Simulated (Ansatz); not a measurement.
# FH₄SbSi: taking an electron away

How much energy removes an electron from FH₄SbSi at fixed geometry? The cation is run at each level and the neutral's energy taken from earlier runs.

Program: Ansatz 0.2.0, Gaussian basis. Level of theory: unrestricted cation, the program's frozen cores in correlated methods. These are calculated values, not measurements.

The runs, in order: UKS PBE-D4/def2-TZVPP; UKS r2SCAN-D4/def2-TZVPP; UKS PBE0-D4/def2-TZVPP; UKS B3LYP-D4/def2-TZVPP; UKS wB97X-V/def2-TZVPP; UKS wB97M-V/def2-TZVPP; UKS B2PLYP/def2-TZVPP; UHF-CCSD(T)/def2-TZVPP; UHF-MP2/def2-QZVPP; extrapolation to the limit; then −ε(HOMO) from the neutral's earlier runs with LDA (SPW92), PBE-D4, revPBE-D4, BLYP-D4, r2SCAN-D4, B97M-V, PBE0-D4, B3LYP-D4, r2SCANh-D4, r2SCAN0-D4, HSE06-D4, BHLYP-D4, CAM-B3LYP-D4, LC-ωPBE, ωB97X-V, ωB97M-V.

## Step 1: The relaxed structure

All runs share one geometry, relaxed beforehand with PBE0-D4 in a triple-zeta def2 set. Sb takes the def2 core potential; no spin-orbit term is included.

SMILES `[F][SbH][SiH3]`, 7 atoms, charge 0, spin multiplicity 1.

Atoms are counted from 1 here; the program's logs count them from 0.

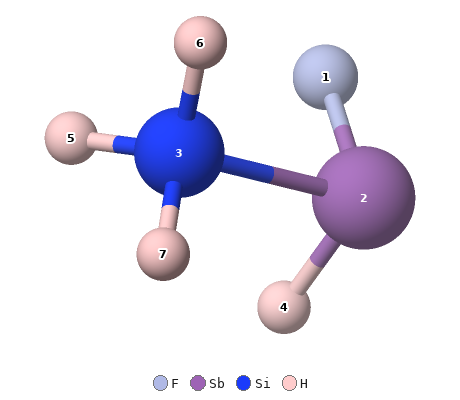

The structure; fluorine light blue, antimony purple, silicon blue, hydrogen pink; atoms are numbered from 1 in the order of the file.

## Step 2: Cation, UKS PBE-D4/def2-TZVPP

in.yaml reads:

```yaml
crystal:
  periodic: [false, false, false]
  atoms:
    - {symbol: F, position_ang: [-0.574821, -2.152168, 1.092010]}
    - {symbol: Sb, position_ang: [-1.480974, -0.853296, -0.010709]}
    - {symbol: Si, position_ang: [0.472104, 0.847479, 0.081587]}
    - {symbol: H, position_ang: [-0.845469, -1.469847, -1.482269]}
    - {symbol: H, position_ang: [1.773877, 0.166131, -0.127461]}
    - {symbol: H, position_ang: [0.469611, 1.541551, 1.394994]}
    - {symbol: H, position_ang: [0.246973, 1.852353, -0.993852]}
basis:
  gaussian: {orbitals: def2-TZVPP}
total_charge: 1
magnetization: {spin_polarized: true, initial_magnetization: 1}
hamiltonian: {xc: pbe, dispersion: d4}
```

The run is started by

```
$ ansatz run in.yaml --threads 4 --pin off --events-out ev --progress --plain --max-ram 10444MiB
```

The program printed:

```text
Functional definition: PBE
  name "PBE"
  cite "Perdew, Burke & Ernzerhof, Phys. Rev. Lett. 77, 3865 (1996) doi:10.1103/PhysRevLett.77.3865"
  parent pbe
  parameter kappa = 0.804
  parameter beta = 0.06672455060314922
  exchange = pbe_x(kappa = kappa, mu = beta*pi^2/3)
  correlation = pbe_c(beta = beta)
1063 factors; their error is unknown
mean field evaluation 1: about -17170.0794 eV, gradient 6.3e1 eV
mean field evaluation 2: about -16890.4740 eV, gradient 1.7e2 eV
mean field evaluation 4: about -17178.6409 eV, gradient 2.8e1 eV
mean field evaluation 8: about -17183.1626 eV, gradient 3.1e-1 eV
mean field evaluation 16: about -17183.1380 eV, gradient 6.2e-3 eV
mean field -17183.13801031 eV, -631.4686747296 hartree, gradient 3.7e-5 eV, S^2 0.752724; 2 other end points of the search recorded, 0 dependent functions left out
reference -17183.13805593 eV, -631.4686764060 hartree; 25, 24 occupied and 154, 155 virtual orbitals, 1063 factors
Total energy: -17183.25843700 eV, -631.4731003290 hartree
```

Run time: 2.8 s. Hardware: 4 threads of Arm Neoverse V2, shared host; peak memory 0.26 GiB.

Less the neutral's -17192.4890 eV (earlier run), this gives 9.231 eV. ⟨S²⟩ = 0.753.

## Step 3: Cation, UKS r2SCAN-D4/def2-TZVPP

Edit in.yaml of step 2 so:

```diff
@@ -14,2 +14,2 @@
 magnetization: {spin_polarized: true, initial_magnetization: 1}
-hamiltonian: {xc: pbe, dispersion: d4}
+hamiltonian: {xc: r2scan, dispersion: d4}
```

Same command.

The program printed:

```text
Functional definition: r2SCAN
  name "r2SCAN"
  cite "Furness, Kaplan, Ning, Perdew & Sun, J. Phys. Chem. Lett. 11, 8208 (2020) doi:10.1021/acs.jpclett.0c02405"
  cite "Furness, Kaplan, Ning, Perdew & Sun, J. Phys. Chem. Lett. 11, 9248 (2020) doi:10.1021/acs.jpclett.0c03077"
  parent r2scan
  parameter k0 = 0.174
  parameter k1 = 0.065
  parameter a1 = 4.9479
  exchange = r2scan_x(k0 = k0, k1 = k1, a1 = a1)
  correlation = r2scan_c
1063 factors; their error is unknown
mean field evaluation 1: about -17179.2204 eV, gradient 5.9e1 eV
mean field evaluation 2: about -16920.1192 eV, gradient 1.8e2 eV
mean field evaluation 4: about -17188.2045 eV, gradient 2.2e1 eV
mean field evaluation 8: about -17190.6682 eV, gradient 2.9e-1 eV
mean field evaluation 16: about -17190.6444 eV, gradient 9.0e-4 eV
mean field -17190.64436235 eV, -631.7445280792 hartree, gradient 4.1e-5 eV, S^2 0.757231; 1 other end points of the search recorded, 0 dependent functions left out
reference -17190.64437812 eV, -631.7445286585 hartree; 25, 24 occupied and 154, 155 virtual orbitals, 1063 factors
Total energy: -17190.67062696 eV, -631.7454932855 hartree
```

It took 5.5 s on 4 threads of Arm Neoverse V2, shared host; peak memory 0.28 GiB.

The neutral molecule at this level: -17199.9884 eV. Difference: 9.318 eV. ⟨S²⟩ = 0.757.

## Step 4: Cation, UKS PBE0-D4/def2-TZVPP

Edit in.yaml of step 3 so:

```diff
@@ -14,2 +14,2 @@
 magnetization: {spin_polarized: true, initial_magnetization: 1}
-hamiltonian: {xc: r2scan, dispersion: d4}
+hamiltonian: {xc: pbe0, dispersion: d4}
```

Launched as before.

The program printed:

```text
Functional definition: PBE0
  name "PBE0"
  cite "Adamo & Barone, J. Chem. Phys. 110, 6158 (1999) doi:10.1063/1.478522"
  cite "Perdew, Burke & Ernzerhof, Phys. Rev. Lett. 77, 3865 (1996) doi:10.1103/PhysRevLett.77.3865"
  parent pbe
  parameter a = 0.25
  parameter kappa = 0.804
  parameter beta = 0.06672455060314922
  exchange = (1 - a)*pbe_x(kappa = kappa, mu = beta*pi^2/3) + a*exact_x
  correlation = pbe_c(beta = beta)
1124 factors; their error is unknown
mean field evaluation 1: about -17173.8988 eV, gradient 5.5e1 eV
mean field evaluation 2: about -17000.0502 eV, gradient 1.9e2 eV
mean field evaluation 4: about -17183.3245 eV, gradient 1.1e1 eV
mean field evaluation 8: about -17183.8531 eV, gradient 7.8e-2 eV
mean field evaluation 16: about -17184.0477 eV, gradient 1.7e-3 eV
mean field -17184.04768660 eV, -631.5021047165 hartree, gradient 5.7e-5 eV, S^2 0.756282; 0 other end points of the search recorded, 0 dependent functions left out
reference -17184.04772065 eV, -631.5021059682 hartree; 25, 24 occupied and 154, 155 virtual orbitals, 1124 factors
Total energy: -17184.14988963 eV, -631.5058606087 hartree
```

Wall time 3.1 s (4 threads of Arm Neoverse V2, shared host); peak memory 0.48 GiB.

Less the neutral's -17193.5368 eV (earlier run), this gives 9.387 eV. ⟨S²⟩ = 0.756.

## Step 5: Cation, UKS B3LYP-D4/def2-TZVPP

Edit in.yaml of step 4 so:

```diff
@@ -14,2 +14,2 @@
 magnetization: {spin_polarized: true, initial_magnetization: 1}
-hamiltonian: {xc: pbe0, dispersion: d4}
+hamiltonian: {xc: {name: B3LYP}, dispersion: d4}
```

The command is unchanged.

The program printed, shortened:

```text
Functional definition: B3LYP
  name "B3LYP"
  cite "Stephens, Devlin, Chabalowski & Frisch, J. Phys. Chem. 98, 11623 (1994) doi:10.1021/j100096a001"
  cite "Becke, Phys. Rev. A 38, 3098 (1988) doi:10.1103/PhysRevA.38.3098"
  cite "Lee, Yang & Parr, Phys. Rev. B 37, 785 (1988) doi:10.1103/PhysRevB.37.785"
  cite "Vosko, Wilk & Nusair, Can. J. Phys. 58, 1200 (1980) doi:10.1139/p80-159"
[...]
1119 factors; their error is unknown
[...]
mean field -17192.87570885 eV, -631.8265285505 hartree, gradient 7.0e-5 eV, S^2 0.754408; 0 other end points of the search recorded, 0 dependent functions left out
reference -17192.87597594 eV, -631.8265383657 hartree; 25, 24 occupied and 154, 155 virtual orbitals, 1119 factors
Total energy: -17193.07405631 eV, -631.8338176852 hartree
```

Run time: 3 s. Hardware: 4 threads of Arm Neoverse V2, shared host; peak memory 0.48 GiB.

Less the neutral's -17202.5228 eV (earlier run), this gives 9.449 eV. ⟨S²⟩ = 0.754.

## Step 6: Cation, UKS wB97X-V/def2-TZVPP

Edit in.yaml of step 5 so:

```diff
@@ -14,2 +14,2 @@
 magnetization: {spin_polarized: true, initial_magnetization: 1}
-hamiltonian: {xc: {name: B3LYP}, dispersion: d4}
+hamiltonian: {xc: {name: wB97X-V}}
```

Same command.

The program printed, shortened:

```text
Functional definition: wB97X-V
  name "wB97X-V"
  cite "Mardirossian & Head-Gordon, Phys. Chem. Chem. Phys. 16, 9904 (2014) doi:10.1039/C3CP54374A"
  cite "Becke, J. Chem. Phys. 107, 8554 (1997) doi:10.1063/1.475007"
  cite "Vydrov & Van Voorhis, J. Chem. Phys. 133, 244103 (2010) doi:10.1063/1.3521275"
[...]
      + integral(e_c_pw_opposite_spin*poly(b97_u_opposite, cos0, cos1)) + vv10(b, c)
1119 factors; their error is unknown
245 factors; integrals over basis functions are off by at most 1.2e-5 eV
[...]
mean field -17187.14648754 eV, -631.6159835508 hartree, gradient 2.0e-5 eV, S^2 0.758736; 2 other end points of the search recorded, 0 dependent functions left out
reference -17187.14648574 eV, -631.6159834845 hartree; 25, 24 occupied and 154, 155 virtual orbitals, 1119 factors
Total energy: -17187.14648574 eV, -631.6159834845 hartree
```

It took 10 s on 4 threads of Arm Neoverse V2, shared host; peak memory 0.66 GiB.

The neutral molecule at this level: -17196.5877 eV. Difference: 9.441 eV. ⟨S²⟩ = 0.759.

## Step 7: Cation, UKS wB97M-V/def2-TZVPP

Edit in.yaml of step 6 so:

```diff
@@ -14,2 +14,2 @@
 magnetization: {spin_polarized: true, initial_magnetization: 1}
-hamiltonian: {xc: {name: wB97X-V}}
+hamiltonian: {xc: {name: wB97M-V}}
```

Same command.

The program printed, shortened:

```text
Functional definition: wB97M-V
  name "wB97M-V"
  cite "Mardirossian & Head-Gordon, J. Chem. Phys. 144, 214110 (2016) doi:10.1063/1.4952647"
  cite "Becke, J. Chem. Phys. 107, 8554 (1997) doi:10.1063/1.475007"
  cite "Vydrov & Van Voorhis, J. Chem. Phys. 133, 244103 (2010) doi:10.1063/1.3521275"
  # Of w^i u^j: cxij and so on, Table III.
[...]
  gx(w, u) = 1 - cx + cx01*u + cx10*w
  gss(w, u) = css00 + css04*u^4 + css10*w + css20*w^2 + css43*w^4*u^3
  gos(w, u) = cos00 + cos10*w + (cos20 + cos21*u)*w^2 + (cos60 + cos61*u)*w^6
[...]
      + integral(e_c_pw_mod_opposite_spin*gos(b97_w_opposite, b97_u_opposite)) + vv10(b, c)
1104 factors; their error is unknown
245 factors; integrals over basis functions are off by at most 1.2e-5 eV
[...]
mean field -17187.19792774 eV, -631.6178739431 hartree, gradient 8.0e-5 eV, S^2 0.755524; 2 other end points of the search recorded, 0 dependent functions left out
reference -17187.19797972 eV, -631.6178758537 hartree; 25, 24 occupied and 154, 155 virtual orbitals, 1104 factors
Total energy: -17187.19797972 eV, -631.6178758537 hartree
```

Wall time 11 s (4 threads of Arm Neoverse V2, shared host); peak memory 0.71 GiB.

Less the neutral's -17196.6006 eV (earlier run), this gives 9.403 eV. ⟨S²⟩ = 0.756.

## Step 8: Cation, UKS B2PLYP (frozen core)/def2-TZVPP

Edit in.yaml of step 7 so:

```diff
@@ -14,2 +14,2 @@
 magnetization: {spin_polarized: true, initial_magnetization: 1}
-hamiltonian: {xc: {name: wB97M-V}}
+hamiltonian: {xc: {name: B2PLYP}}
```

The command is unchanged.

The program printed, shortened:

```text
Functional definition: B2PLYP
  name "B2PLYP"
  cite "Grimme, J. Chem. Phys. 124, 034108 (2006) doi:10.1063/1.2148954"
  cite "Becke, Phys. Rev. A 38, 3098 (1988) doi:10.1103/PhysRevA.38.3098"
  cite "Lee, Yang & Parr, Phys. Rev. B 37, 785 (1988) doi:10.1103/PhysRevB.37.785"
[...]
1209 factors; integrals over basis functions are off by at most 6.9e-4 eV
[...]
mean field -17173.14801192 eV, -631.1015490601 hartree, gradient 5.8e-6 eV, S^2 0.761862; 1 other end points of the search recorded, 0 dependent functions left out
10 core orbitals not correlated: weight in the atoms' cores, before any rotation towards them, 1.000 or more for the frozen orbitals, at most 0.000 for the correlated occupied ones
reference -17173.14818052 eV, -631.1015552561 hartree; 15, 14 occupied and 154, 155 virtual orbitals, 1209 factors
second order -23.01038896 eV of doubles, -0.00000000 eV of singles
Total energy: -17179.36098554 eV, -631.3298716293 hartree
```

Run time: 6.5 s. Hardware: 4 threads of Arm Neoverse V2, shared host; peak memory 0.62 GiB.

The neutral molecule at this level: -17188.7402 eV. Difference: 9.379 eV. ⟨S²⟩ = 0.762.

## Step 9: Cation, UHF-CCSD(T)/def2-TZVPP

Edit in.yaml of step 8 so:

```diff
@@ -14,2 +14,3 @@
 magnetization: {spin_polarized: true, initial_magnetization: 1}
-hamiltonian: {xc: {name: B2PLYP}}
+correlation: {method: ccsd_t}
+scf: {omitted_lower_state_checks: [cluster_reference]}
```

Launched as before.

The program printed, shortened:

```text
Functional definition: HF
  name "HF"
  cite "Fock, Z. Phys. 61, 126 (1930) doi:10.1007/BF01340294"
  parent pbe
[...]
1209 factors; integrals over basis functions are off by at most 6.9e-4 eV
[...]
mean field -17135.31881629 eV, -629.7113517625 hartree, gradient 1.3e-6 eV, S^2 0.780307; 1 other end points of the search recorded, 0 dependent functions left out
10 core orbitals not correlated: weight in the atoms' cores, before any rotation towards them, 1.000 or more for the frozen orbitals, at most 0.000 for the correlated occupied ones
reference -17135.31881629 eV, -629.7113517625 hartree; 15, 14 occupied and 154, 155 virtual orbitals, 1209 factors
second order -19.01961446 eV of doubles, -0.00000000 eV of singles
cycle   1  -18.95219533 eV  change    6.7e-2 eV  update   1.3e-1
[...]
cycle  15  -19.64909010 eV  change   -9.6e-6 eV  update   1.4e-5
perturbative correction -0.60064314 eV, -0.0220732284 hartree
Total energy: -17155.56854953 eV, -630.4555157334 hartree
Checks for a lower state left out: cluster_reference
```

It took 2.9 min on 4 threads of Arm Neoverse V2, shared host; peak memory 4.7 GiB.

The neutral molecule at this level: -17164.9989 eV. Difference: 9.430 eV. ⟨S²⟩ = 0.780. T1 = 0.019 (report).

## Step 10: Cation, UHF-MP2/def2-QZVPP

Edit in.yaml of step 9 so:

```diff
@@ -11,6 +11,6 @@
 basis:
-  gaussian: {orbitals: def2-TZVPP}
+  gaussian: {orbitals: "def2-QZVPP.json"}
 total_charge: 1
 magnetization: {spin_polarized: true, initial_magnetization: 1}
-correlation: {method: ccsd_t}
+correlation: {method: mp2}
 scf: {omitted_lower_state_checks: [cluster_reference]}
```

The command is unchanged.

The program printed, shortened:

```text
Functional definition: HF
  name "HF"
  cite "Fock, Z. Phys. 61, 126 (1930) doi:10.1007/BF01340294"
  parent pbe
[...]
1967 factors; integrals over basis functions are off by at most 8.1e-4 eV
[...]
mean field -17135.81030187 eV, -629.7294135245 hartree, gradient 3.0e-6 eV, S^2 0.781753; 1 other end points of the search recorded, 0 dependent functions left out
10 core orbitals not correlated: weight in the atoms' cores, before any rotation towards them, 1.000 or more for the frozen orbitals, at most 0.000 for the correlated occupied ones
reference -17135.81030187 eV, -629.7294135245 hartree; 15, 14 occupied and 304, 305 virtual orbitals, 1967 factors
second order -26.37800315 eV of doubles, -0.00000000 eV of singles
Total energy: -17162.18830502 eV, -630.6987872606 hartree
Checks for a lower state left out: cluster_reference
```

Run time: 17 s. Hardware: 4 threads of Arm Neoverse V2, shared host; peak memory 1.3 GiB.

Less the neutral's -17171.7588 eV (earlier run), this gives 9.570 eV. ⟨S²⟩ = 0.782.

## Step 11: The basis-set limit

This step is arithmetic on the last runs, with X = 3 and 4: exp(−7.88√X) for Hartree-Fock, X^−2.97 for correlation; only MP2 was run in the larger set, so CCSD(T) minus MP2 is added from the smaller one.

```
  level  energy at the limit (eV)
     HF               -17135.8780
    MP2               -17167.7067
   CCSD               -17168.3361
CCSD(T)               -17168.9368
```

This is no true limit for total energies: MP2 correlation changes by a factor of 1.39 from triple to quadruple zeta (about 1.07 in light molecules), because outer-core shells are correlated in sets not made for them. Much of that cancels between molecule and atoms or ions.

The neutral's limit, from its own earlier runs, is -17178.5501 eV in the additive form (MP2 limit plus CCSD(T) minus MP2 in triple zeta), in which the cation has -17168.9368 eV.

## Step 12: Ionisation energies side by side

Differences are taken before rounding.

```csv
method,ionisation energy (eV),from CCSD(T)/CBS (eV),time
PBE-D4,9.23,-0.38,4.2 s
r2SCAN-D4,9.32,-0.30,8.3 s
PBE0-D4,9.39,-0.23,4.5 s
B3LYP-D4,9.45,-0.16,5.3 s
ωB97X-V,9.44,-0.17,14 s
ωB97M-V,9.40,-0.21,18 s
B2PLYP,9.38,-0.23,9.4 s
HF/def2-TZVPP,8.65,-0.96,
MP2/def2-TZVPP,9.47,-0.14,
CCSD/def2-TZVPP,9.42,-0.20,
CCSD(T)/def2-TZVPP,9.43,-0.18,3.6 min
CCSD(T)/CBS,9.61,0,4 min
```

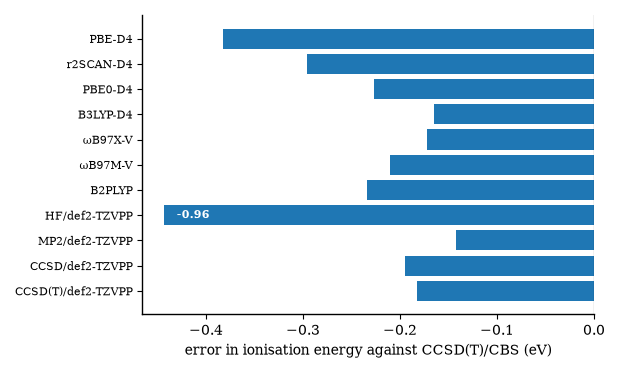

Error of each method against CCSD(T)/CBS. Bars with a number in them are cut short.

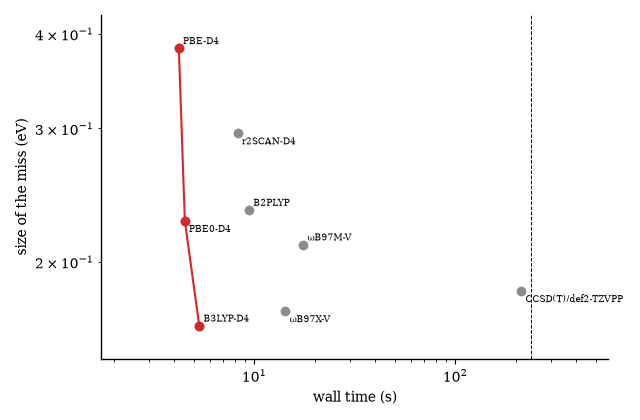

Miss against cost. Red marks the levels that no quicker level drawn beats (of those quicker than the yardstick), and the dashed line is the time of CCSD(T)/CBS. Times are from a shared host.

Times add the cation's run and the neutral's; HF, MP2 and CCSD come out of the CCSD(T) runs.

Orbital estimates, from the neutral's runs:

```
  functional  −ε(HOMO) (eV)  by energy difference (eV)
 LDA (SPW92)           6.46                           
      PBE-D4           6.31                       9.23
   revPBE-D4           6.25                           
     BLYP-D4           6.17                           
   r2SCAN-D4           6.56                       9.32
      B97M-V           6.58                           
     PBE0-D4           7.35                       9.39
    B3LYP-D4           7.16                       9.45
  r2SCANh-D4           6.94                           
  r2SCAN0-D4           7.52                           
    HSE06-D4           6.96                           
    BHLYP-D4           8.25                           
CAM-B3LYP-D4           8.55                           
     LC-ωPBE           9.76                           
     ωB97X-V           9.47                       9.44
     ωB97M-V           9.33                       9.40
```

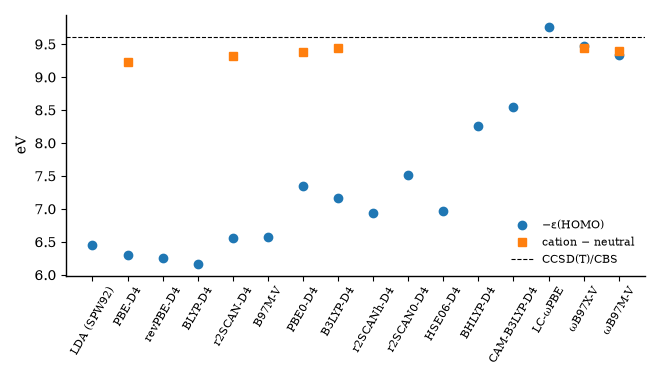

Orbital estimates and energy differences by functional.

## Step 13: What came out

| quantity | value |
| --- | --- |
| ionisation energy, CCSD(T)/CBS | 9.61 eV |
| nearest functional by difference | B3LYP-D4 (-0.16 eV) |
| nearest −ε(HOMO) | ωB97X-V (-0.15 eV) |
| −ε(HOMO) of PBE | 6.31 eV |
| T1 of the cation | 0.019 |

By cation minus neutral, the functionals miss by 0.38 eV at most. −ε(HOMO) of PBE misses by 3.3 eV, since self-interaction lifts the level. Among orbital estimates ωB97X-V comes nearest. Hartree-Fock falls 0.96 eV short, as the neutral has more correlation energy than the cation. The cation may have settled in a state other than its lowest; no search over hole states beyond the program's own was made. Correlated methods include outer-core shells of Sb, which these sets cover unevenly. With outer-core shells in play the reference is unsure by up to some tenths of an eV, so close misses can't be ranked.

B3LYP-D4 reaches 0.16 eV from the reference in 5.3 s, where CCSD(T)/CBS took 4 min; the quickest level in the cost chart, PBE-D4, takes 4.2 s and misses by 0.38 eV.
